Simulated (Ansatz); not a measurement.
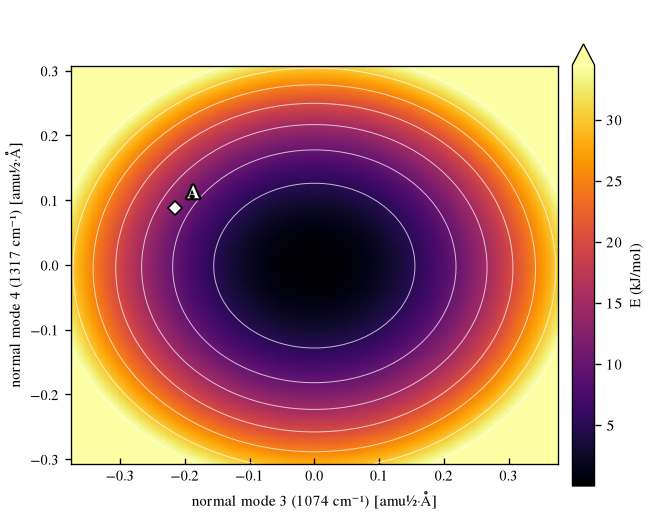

BClH₂, SMILES BCl. First axis: normal mode 3 (1074 cm⁻¹). Second axis: normal mode 4 (1317 cm⁻¹). Nothing is relaxed (straight displacements along the two mass-weighted modes). The scan uses a 15 × 15 grid; 120 points were computed and 105 follow by symmetry. Points are written as (first, second). All energies are given in kJ/mol relative to the lowest grid point. Computed with Ansatz 0.2.0, RHF/def2-TZVP.

In the figure: a smooth colour map with a few white contour lines, one colour for all values above the top of the scale, the point A. Between grid points the surface is interpolated.

Is A at rest? If not, where is it pushed?

Answer. A, at (−0.215 amu½·Å, 0.088 amu½·Å), is not a stationary point. The computed force is 93 kJ/mol for each amu½·Å towards larger values of normal mode 3 (1074 cm⁻¹) and 58 kJ/mol for each amu½·Å towards smaller values of normal mode 4 (1317 cm⁻¹).
